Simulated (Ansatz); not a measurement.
# H4InNOSi: what the fields show

Input file:

```
crystal:
  periodic: [false, false, false]
  atoms:
    - symbol: In
      position_ang: [-2.749487, 2.112915, 2.475968]
    - symbol: "N"
      position_ang: [-1.489359, 1.084923, 0.199661]
    - symbol: O
      position_ang: [-2.161070, 0.073205, 2.608815]
    - symbol: Si
      position_ang: [-1.447626, -0.385538, 1.224960]
    - symbol: H
      position_ang: [-2.053383, 1.040380, -0.646750]
    - symbol: H
      position_ang: [-0.010313, -0.779298, 1.370725]
    - symbol: H
      position_ang: [-2.176085, -1.461114, 0.480197]
    - symbol: H
      position_ang: [-0.593185, 1.501164, -0.045560]
basis:
  gaussian:
    orbitals: def2-TZVPD
output:
  forces: true
  orbitals: {seedname: orbitals}
hamiltonian:
  xc: {name: PBE0}
magnetization:
  spin_polarized: false
  initial_magnetization: 0
```

Command:

```sh
ansatz run input.yaml --threads 1 --pin off --max-ram 2610MiB --events-out events.jsonl --progress --plain --runs-dir runs
```

Geometry: PBE0-D3(BJ)/def2-SVP; core potentials replace the inner electrons of In.

Theory: Ansatz, isolated molecule in a Gaussian basis; Kohn-Sham density functional theory, functional PBE0.

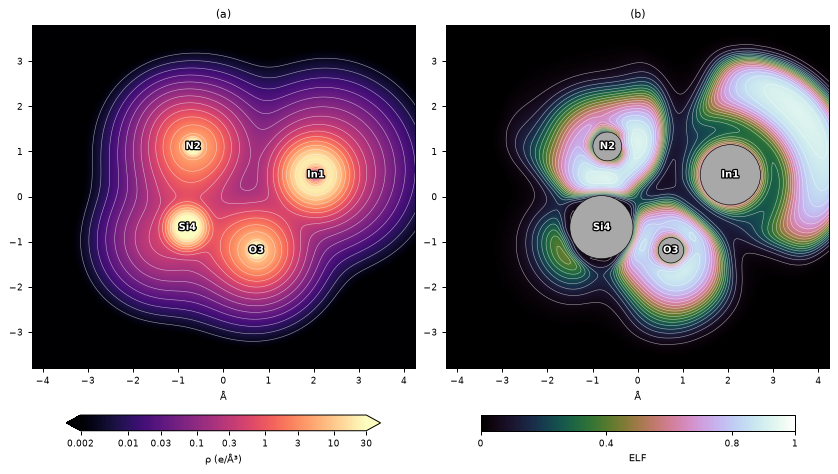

Figure 1. (a) electron density; (b) electron localisation function on the plane of atoms In1, O3 and Si4. Grey discs cover the atomic cores in the ELF map.

Interpret the plot.

- The plane passes through In, N, O and Si nuclei.
- Si–O (1.62 Å): the density is about 1.2 e/Å³ at the midpoint; the ELF peaks at about 0.85 between the atoms, as expected for a short, strongly polar bond.
- Si–N (1.79 Å): ρ is about 0.99 e/Å³ halfway; the ELF peaks at about 0.95 between the atoms: a shared but strongly polarised pair.
- In–O (2.13 Å): ρ is about 0.56 e/Å³ halfway; the ELF peaks at about 0.85 in the valence shell of O, 0.6 Å from its nucleus, and drops to about 0.15 between the two atoms.
- In–Si (3.08 Å): the density is about 0.3 e/Å³ at the midpoint; the ELF is about 0.30 at the midpoint and 0.10 at its lowest between the atoms.
- The ELF also peaks beside O3, away from the bonds: lone-pair regions.

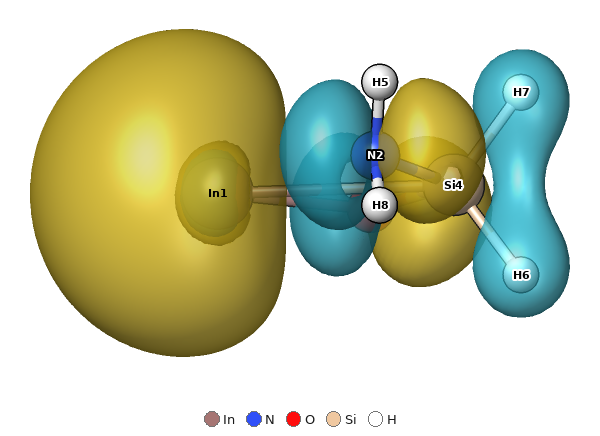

Figure 2. The HOMO at ±0.06 Å⁻³ᐟ² (yellow and cyan are the two phases), seen from one side.

Describe this orbital and give its energy.

It lies mainly on In1 (about 65 %), O3 (about 15 %) and N2 (about 10 %). Its energy is −6.66 eV.

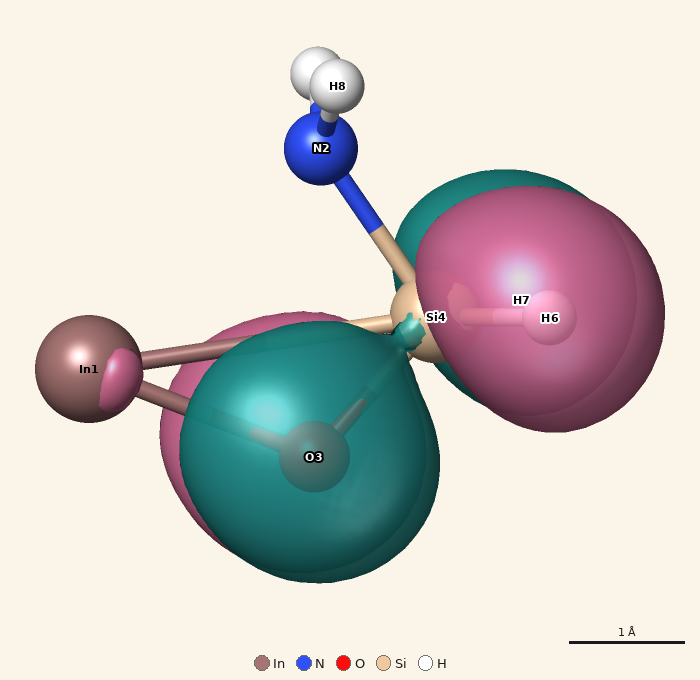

Figure 3. The HOMO−1 at ±0.08 Å⁻³ᐟ² (teal and pink are the two phases), seen across its widest extent.

Describe this orbital and give its energy.

Its weight (Hirshfeld) is mainly on O3 (about 55 %), Si4 (about 15 %), H7 (about 10 %) and H6 (about 10 %). Its energy is −7.70 eV.
